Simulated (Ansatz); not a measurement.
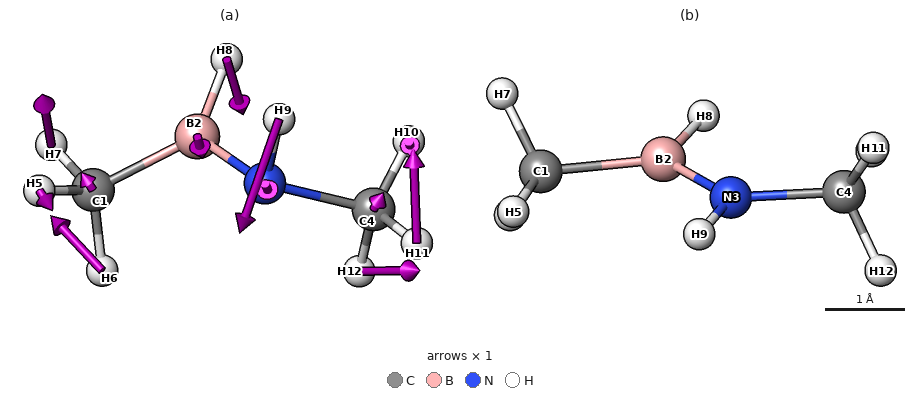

The structure of C2H8BN (coarse preliminary run) before (left) and after (right) a relaxation, at one scale. The purple arrows give the displacements, at their true length.

The picture is a ball-and-stick view, seen at a tilt.

The start comes from a force field.

Computed with RKS PBE-D4/def2-SVP in Ansatz.

The input:
```yaml
crystal:
  periodic: [false, false, false]
  atoms:
    - {symbol: C, position_ang: [-1.759300, 0.648400, 0.045900]}
    - {symbol: B, position_ang: [-0.267600, 0.594000, 0.382900]}
    - {symbol: N, position_ang: [0.382200, -0.768400, 0.451100]}
    - {symbol: C, position_ang: [1.579000, -0.831600, -0.510700]}
    - {symbol: H, position_ang: [-2.393600, 0.135200, 0.779200]}
    - {symbol: H, position_ang: [-1.989300, 0.263000, -0.966700]}
    - {symbol: H, position_ang: [-2.095800, 1.759400, 0.028700]}
    - {symbol: H, position_ang: [0.394400, 1.599900, 0.583700]}
    - {symbol: H, position_ang: [0.834500, -0.832300, 1.463400]}
    - {symbol: H, position_ang: [2.278000, -0.062400, -0.284000]}
    - {symbol: H, position_ang: [1.981600, -1.837400, -0.413700]}
    - {symbol: H, position_ang: [1.132800, -0.723000, -1.525800]}
basis:
  gaussian: {orbitals: def2-SVP}
hamiltonian: {xc: pbe, dispersion: d4}
relax: {f_tol: 0.03, max_steps: 200}
```

Describe what moved and what it gained.

Answer. The atom that moves furthest after the best rigid fit is H9 (1.59 Å). Largest moves by element: H 1.59 Å, N 0.46 Å, B 0.44 Å, C 0.31 Å. Among the contacts that change: B2–N3 1.511 → 1.403 Å, N3–C4 1.537 → 1.450 Å, N3–H9 1.111 → 1.025 Å, C1–B2 1.530 → 1.579 Å. Among the angles between lasting bonds that change: B2–N3–C4 110.1° → 127.7°, B2–N3–H9 105.6° → 118.4°, C4–N3–H9 104.5° → 113.8°. Groups turn about C1–B2 by about 60°. After 20 accepted moves (22 points after the start) the energy has fallen by 1.789 eV. The largest force component goes from 3 to 0.021 eV/Å. The line search rejected the trial steps at points 12, 16 of the run. The run took of the order of 70 core-seconds on a shared host.
